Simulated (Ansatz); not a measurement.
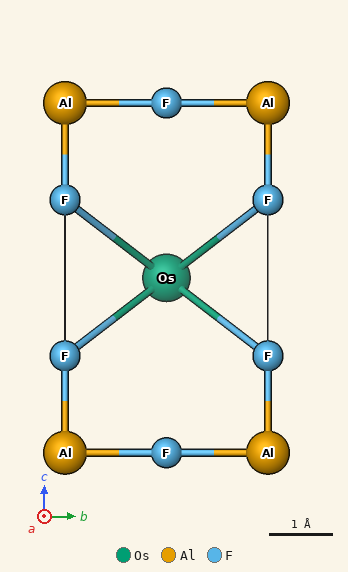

This is the input geometry for a relaxation of a crystal of AlOsF₄ (a generated structure, set up in P4/mmm). A ball-and-stick model of the cell of the calculation, seen along the a axis.

Level of theory: DFT, PAW plane waves, PBE in Ansatz.

Input
```yaml
crystal:
  lattice:
    - [3.248508, 0.0, 0.0]
    - [0.0, 3.248508, 0.0]
    - [0.0, 0.0, 5.599251]
  atoms:
    - { symbol: Os, position: [0.5, 0.5, 0.5] }
    - { symbol: Al, position: [0.0, 0.0, 0.0] }
    - { symbol: F, position: [0.5, 0.0, 0.0] }
    - { symbol: F, position: [0.0, 0.5, 0.0] }
    - { symbol: F, position: [0.0, 0.0, 0.277] }
    - { symbol: F, position: [0.0, 0.0, 0.723] }
  symmetry: { tolerance: 0.0003 }
kpoints:
  mp_grid: { grid: [6, 6, 3], shift: [0, 0, 0] }
magnetization:
  spin_polarized: false
scf:
  occupations: { method: fermi_dirac }
hamiltonian:
  pseudopotentials: { kind: paw }
  xc: pbe
basis:
  ecutwfc: 420
output:
  forces: true
  stress: true
  eigenvalues: true
relax:
  max_steps: 40
  cell: {}
```

Command:
```bash
ansatz run input.yaml --threads 1 --pin off --max-ram 2560MiB --backend cpu --events-out ev --progress --plain --runs-dir out
```

Question: Where does the relaxation end?

Answer: The largest moves relative to the cell, 0.056 Å, are those of F5 and F6. F6 goes along −c. Os and Al stay in place. The volume changes by +34.5 %, with a = b 3.249 → 3.489 Å (+7.4 %), c 5.599 → 6.528 Å (+16.6 %). Some distances before and after: Al2–F5 1.551 → 1.864 Å, Os1–F5 2.614 → 2.837 Å, Al2–F3 1.624 → 1.745 Å. The space group stays P4/mmm (No. 123). After 14 accepted moves (18 points after the start) the energy has fallen by 3.559 eV per cell of the calculation. The largest force component goes from 8.1 to under 0.0001 eV/Å. The pressure goes from 61.00 to 0.00 GPa. The SCF was repeated 4 times at an unchanged geometry on a basis and grid sized afresh for the cell, which shifted the energy by 0.275 eV per cell of the calculation at most.

The structure at the end:

```
Os Al F
1.0
     3.48903    0.00000    0.00000
     0.00000    3.48903    0.00000
     0.00000    0.00000    6.52815
Os Al F
1 1 4
Direct
  0.50000 0.50000 0.50000
  0.00000 0.00000 0.00000
  0.50000 0.00000 0.00000
  0.00000 0.50000 0.00000
  0.00000 0.00000 0.28550
  0.00000 0.00000 0.71450
```

After the run, drawn alike:

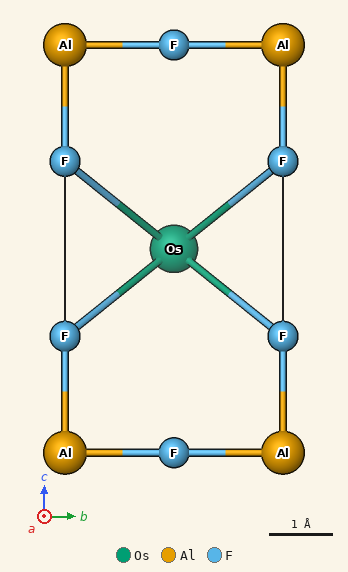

Limits of the set-up: the k-point mesh is coarse for a cell with partly filled bands; an odd number of electrons was run without spin polarisation, which fails if the electron would localise.
